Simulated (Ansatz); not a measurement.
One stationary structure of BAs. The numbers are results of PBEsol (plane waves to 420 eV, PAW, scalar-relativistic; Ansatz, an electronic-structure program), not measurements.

F-43m (No. 216), cF8, zinc blende type; a = 4.7678 Å, b = 4.7678 Å, c = 4.7678 Å, α = 90.00°, β = 90.00°, γ = 90.00°.

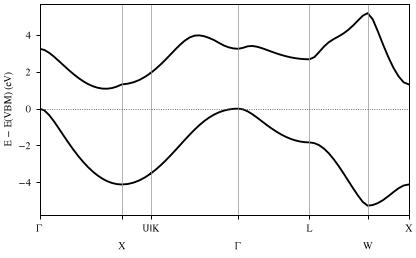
Highest filled and lowest empty band along the path of this cell's Brillouin zone

Question: Read off the gap and say whether it is direct.

Answer: 1.08 eV, indirect (valence top at Γ, conduction bottom at 82 % of the way from Γ to X) (no spin-orbit coupling).

Question: How far does the top valence band disperse along this path?

Answer: About 5.3 eV.

No spin polarisation in the result.

Measured for BAs: a 4.777 Å (room temperature; as listed in M J Lucero, T M Henderson, G E Scuseria, Journal of Physics Condensed Matter (2012)); gap 1.82 eV (room temperature; as listed in Joon Sang Kang et al., Applied Physics Letters (2019)). Computed minus measured — a: PBEsol -0.2 %; gap: PBEsol -0.74 eV. The computed values are for a static lattice, and a measured gap can be an optical one, lowered by exciton binding.

It was reached from a disturbed copy of a P-6m2 (No. 187) cell (AFLOW prototype AB_hP2_187_d_a (B_h, as in WC)), against which it lies -1.07 eV/atom.
